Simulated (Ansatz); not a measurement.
**C2H6AlB (SMILES [AlH2][CH]1BC1): density, localisation and related maps**

Input file:

```
crystal:
  periodic: [false, false, false]
  atoms:
    - { symbol: Al, position_ang: [-0.56759, 1.60249, 0.23118] }
    - { symbol: C, position_ang: [0.22741, -0.14475, 0.69751] }
    - { symbol: B, position_ang: [-0.32889, -1.48958, 0.26968] }
    - { symbol: C, position_ang: [0.57136, -0.73841, -0.71104] }
    - { symbol: H, position_ang: [-0.67373, 1.98457, -1.27339] }
    - { symbol: H, position_ang: [-1.10366, 2.65265, 1.24194] }
    - { symbol: H, position_ang: [1.00463, -0.1411, 1.46353] }
    - { symbol: H, position_ang: [-0.85636, -2.47261, 0.56711] }
    - { symbol: H, position_ang: [0.14787, -0.18349, -1.55227] }
    - { symbol: H, position_ang: [1.57895, -1.06977, -0.93425] }
basis:
  gaussian: { orbitals: def2-SVP }
hamiltonian:
  xc: hf
relax:
  f_tol: 0.015
  max_steps: 40
output:
  orbitals: {}
```

Command:

```sh
ansatz run input.yaml --threads 1 --pin off --max-ram 2048MiB --backend cpu --events-out ev --progress --plain --runs-dir out
```

The fields are those of the relaxed geometry.

These are results of RHF/def2-SVP (Ansatz 0.2.0), not measurements.

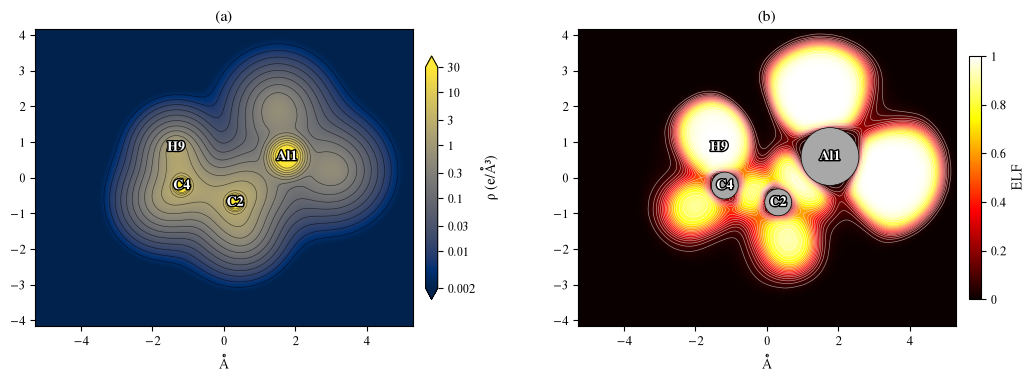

Figure 1. (a) total electron density; (b) electron localisation function on the plane of atoms C2, C4 and H9. Grey discs cover the atomic cores in the ELF map.

Describe what can be read from this map.

Answer. The section cuts through Al, C and H sites. C–C (1.57 Å): ρ at the midpoint is about 1.5 e/Å³; the ELF peaks at about 0.90 between the atoms (localised, covalent bonding). C–Al (1.94 Å): ρ at the midpoint is about 0.73 e/Å³; the ELF peaks at about 0.95 between the atoms, as expected for a polar covalent bond. C–H (1.09 Å): the density is about 1.9 e/Å³ at the midpoint; the ELF climbs to about 1 towards the hydrogen, as it does in any bond to H (a covalent bond by its length).

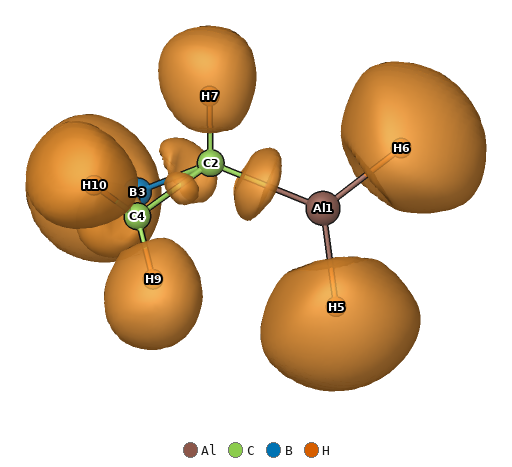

Figure 2. Isosurface of the electron localisation function at 0.85 (orange), seen at a tilt. Only the valence region is drawn (cores and ρ < 0.01 e/Å³ removed).

What do the ELF domains correspond to?

Answer. At this value the surface marks out one region between bonded Al–C atoms (shared pairs), two regions between bonded B–C atoms (shared pairs), one region between bonded C–C atoms (shared pairs) and six regions around hydrogen nuclei. Profiles from the grid: C–B (1.52 Å): the ELF peaks at about 0.90 between the atoms; a covalent bond.

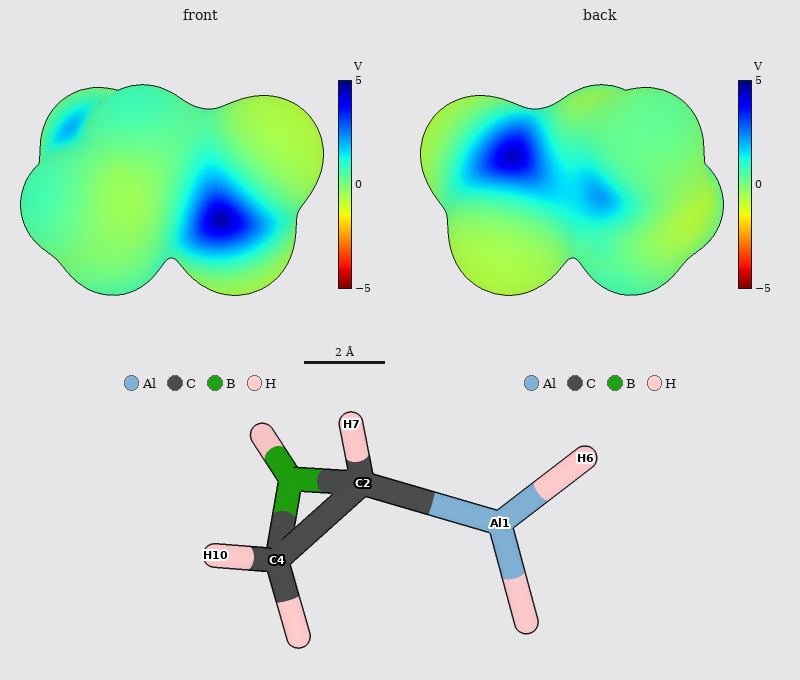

Figure 3. The molecular electrostatic potential painted on the density surface at 0.002 e/bohr³, seen from the front and from behind; the colour scale runs from red (negative) to blue (positive). The bare structure is drawn below in the same view.

Which sites attract a positive test charge, and which a negative one?

Answer. A positive charge is drawn to the negative regions and a negative charge to the positive ones. The most negative region (about −0.7 V, or −16 kcal/mol for a unit charge) lies over C4, H5 and H6, the most positive (about +4.2 V, or +97 kcal/mol for a unit charge) over Al1.
